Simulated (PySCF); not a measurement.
## Two runs on C5H3F5O

System: C5H3F5O.
Method of the first run: GIAO PBE0/pcSseg-1 NMR shielding, non-relativistic, IEF-PCM tetrahydrofuran (PySCF 2.14.0).

The geometry comes from this level: PBE0-D3(BJ)/def2-SVP. Text and figures count atoms from 1; the logs count them from 0 in places.

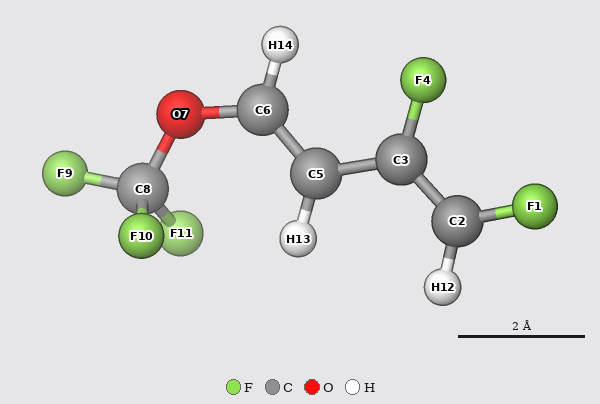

**Figure 1.** The structure as given in the input (ball-and-stick view, seen at a tilt; atoms are numbered from 1 in the order of the input).

### The input, the first run
```
{"job": {"kind": "nmr", "xc": "PBE0", "basis": "pcSseg-1", "solvent": "tetrahydrofuran", "pop": false}, "charge": 0, "multiplicity": 1}
F      3.748078    -0.074859     1.226089
C      2.452783     0.152758     1.088733
C      1.753327    -0.307014     0.041118
F      2.365672    -1.021620    -0.903045
C      0.338064    -0.073615    -0.142301
C     -0.322759    -0.563283    -1.199062
O     -1.649046    -0.412063    -1.493866
C     -2.457525     0.351491    -0.728885
F     -3.660021     0.313012    -1.259410
F     -2.047749     1.616865    -0.682009
F     -2.527858    -0.093708     0.524805
H      1.996534     0.739434     1.888273
H     -0.158819     0.521480     0.624884
H      0.162824    -1.164233    -1.967648
```

The first line tells a small driver script what to run in PySCF; the rest is the geometry in Å.

Command:
```bash
OMP_NUM_THREADS=1 python <driver script> task.json out
```

Hardware: 1 CPU thread, shared host.

### Output (the first run)
```
coarse grid: 13808 points
cycle   1  E = -765.5926070642  dE =  2.120e+00  |g| = 1.103e+00  |ddm| = 3.495e+00
cycle   2  E = -765.4365378526  dE =  1.561e-01  |g| = 1.539e+00  |ddm| = 1.344e+00
cycle   3  E = -765.7908441700  dE = -3.543e-01  |g| = 7.250e-02  |ddm| = 8.129e-01
cycle   4  E = -765.7913023664  dE = -4.582e-04  |g| = 4.979e-02  |ddm| = 7.633e-02
cycle   5  E = -765.7917752935  dE = -4.729e-04  |g| = 1.175e-02  |ddm| = 4.212e-02
cycle   6  E = -765.7917990507  dE = -2.376e-05  |g| = 4.502e-03  |ddm| = 9.670e-03
cycle   7  E = -765.7918028259  dE = -3.775e-06  |g| = 8.636e-04  |ddm| = 3.176e-03
final grid: 141384 points
cycle   8  E = -765.8965170461  dE = -5.600e-05  |g| = 9.240e-03  |ddm| = 3.142e-02
cycle   9  E = -765.8965025395  dE =  1.451e-05  |g| = 1.331e-02  |ddm| = 1.403e-02
cycle  10  E = -765.8965324086  dE = -2.987e-05  |g| = 1.185e-03  |ddm| = 8.409e-03
cycle  11  E = -765.8965326671  dE = -2.585e-07  |g| = 3.840e-04  |ddm| = 1.036e-03
cycle  12  E = -765.8965326950  dE = -2.786e-08  |g| = 1.217e-04  |ddm| = 3.282e-04
cycle  13  E = -765.8965326982  dE = -3.208e-09  |g| = 2.411e-05  |ddm| = 1.073e-04
cycle  14  E = -765.8965326983  dE = -1.000e-10  |g| = 9.282e-06  |ddm| = 2.324e-05
converged SCF energy = -765.8965326983

GIAO shielding tensors (ppm)
atom      isotropic    diamagn.    paramagn.     s11        s22        s33       span
  0 F      338.001     464.571    -126.570    264.129    282.715    467.158    203.030
  1 C       40.403     255.201    -214.798    -30.396     67.067     84.539    114.935
  2 C       33.160     247.393    -214.232    -39.710     53.268     85.923    125.634
  3 F      339.202     473.087    -133.885    267.220    286.881    463.505    196.285
  4 C       76.739     263.149    -186.410    -13.564     87.289    156.492    170.055
  5 C       40.612     251.549    -210.938    -57.292     70.812    108.315    165.607
  6 O      162.093     395.240    -233.147    113.038    162.932    210.309     97.271
  7 C       57.755     238.587    -180.832     55.133     56.645     61.487      6.354
  8 F      250.794     464.076    -213.282    193.720    206.154    352.509    158.789
  9 F      253.742     475.211    -221.469    179.370    230.204    351.653    172.284
 10 F      251.075     476.206    -225.130    177.164    228.432    347.631    170.467
 11 H       24.480      30.420      -5.940     21.459     23.512     28.469      7.010
 12 H       25.497      35.075      -9.578     21.837     23.767     30.886      9.050
 13 H       24.489      29.771      -5.282     20.178     24.682     28.608      8.430
```

The input of the second run differs as follows (lines with − go, lines with + come):
```diff
-"solvent": "tetrahydrofuran"
-"pop": false
+"solvent": "chloroform"
+"pop": true
```

What does this change do to the results?

The total energy of the second run is 0.44 kcal/mol higher: the change of the electrostatic solvation energy at this fixed geometry, without cavity or dispersion terms. The dipole moment goes from 1.30 to 1.26 D. Of all shieldings, the largest change is that of F1, by −0.7 ppm. The number of SCF iterations is the same.

### Output (the second run)
```
coarse grid: 13808 points
cycle   1  E = -765.5913711854  dE =  2.121e+00  |g| = 1.104e+00  |ddm| = 3.496e+00
cycle   2  E = -765.4335627714  dE =  1.578e-01  |g| = 1.544e+00  |ddm| = 1.353e+00
cycle   3  E = -765.7900973598  dE = -3.565e-01  |g| = 7.375e-02  |ddm| = 8.206e-01
cycle   4  E = -765.7905644673  dE = -4.671e-04  |g| = 5.110e-02  |ddm| = 7.848e-02
cycle   5  E = -765.7910621149  dE = -4.976e-04  |g| = 1.192e-02  |ddm| = 4.349e-02
cycle   6  E = -765.7910863808  dE = -2.427e-05  |g| = 4.669e-03  |ddm| = 9.941e-03
cycle   7  E = -765.7910904531  dE = -4.072e-06  |g| = 8.954e-04  |ddm| = 3.326e-03
final grid: 141384 points
cycle   8  E = -765.8958100629  dE = -5.599e-05  |g| = 9.233e-03  |ddm| = 3.144e-02
cycle   9  E = -765.8957954236  dE =  1.464e-05  |g| = 1.333e-02  |ddm| = 1.408e-02
cycle  10  E = -765.8958253870  dE = -2.996e-05  |g| = 1.201e-03  |ddm| = 8.490e-03
cycle  11  E = -765.8958256536  dE = -2.666e-07  |g| = 3.902e-04  |ddm| = 1.063e-03
cycle  12  E = -765.8958256825  dE = -2.895e-08  |g| = 1.234e-04  |ddm| = 3.365e-04
cycle  13  E = -765.8958256858  dE = -3.297e-09  |g| = 2.623e-05  |ddm| = 1.109e-04
cycle  14  E = -765.8958256860  dE = -1.251e-10  |g| = 9.742e-06  |ddm| = 2.572e-05
converged SCF energy = -765.8958256860

GIAO shielding tensors (ppm)
atom      isotropic    diamagn.    paramagn.     s11        s22        s33       span
  0 F      337.271     464.450    -127.179    263.442    282.147    466.224    202.781
  1 C       40.568     255.199    -214.630    -30.391     67.539     84.557    114.948
  2 C       33.107     247.347    -214.239    -39.844     53.110     86.056    125.901
  3 F      338.569     473.018    -134.449    266.278    286.186    463.243    196.965
  4 C       76.808     263.172    -186.364    -13.329     87.369    156.384    169.713
  5 C       40.632     251.516    -210.885    -57.224     70.796    108.324    165.548
  6 O      161.895     395.196    -233.301    112.849    162.454    210.383     97.534
  7 C       57.760     238.596    -180.837     55.129     56.638     61.511      6.382
  8 F      250.578     464.050    -213.472    193.519    205.897    352.317    158.797
  9 F      253.678     475.206    -221.528    179.293    230.142    351.599    172.306
 10 F      251.045     476.202    -225.157    177.142    228.405    347.589    170.447
 11 H       24.530      30.484      -5.954     21.521     23.529     28.541      7.020
 12 H       25.539      35.131      -9.592     21.895     23.777     30.944      9.049
 13 H       24.508      29.792      -5.284     20.206     24.685     28.633      8.427
```

### The two runs side by side

```tsv
quantity	the first run	the second run
outcome	converged	converged
total energy (hartree)	−765.896533	−765.895826
HOMO (eV)	−6.68	−6.70
LUMO (eV)	−0.92	−0.94
dipole moment (D)	1.30	1.26
shielding of F1 (ppm)	338.0	337.3
shielding of C2 (ppm)	40.4	40.6
shielding of F4 (ppm)	339.2	338.6
shielding of C5 (ppm)	76.7	76.8
shielding of O7 (ppm)	162.1	161.9
shielding of F9 (ppm)	250.8	250.6
shielding of F10 (ppm)	253.7	253.7
SCF iterations	14	14
basis functions	202	202
wall time (shared host)	1.7 min	2.1 min
```
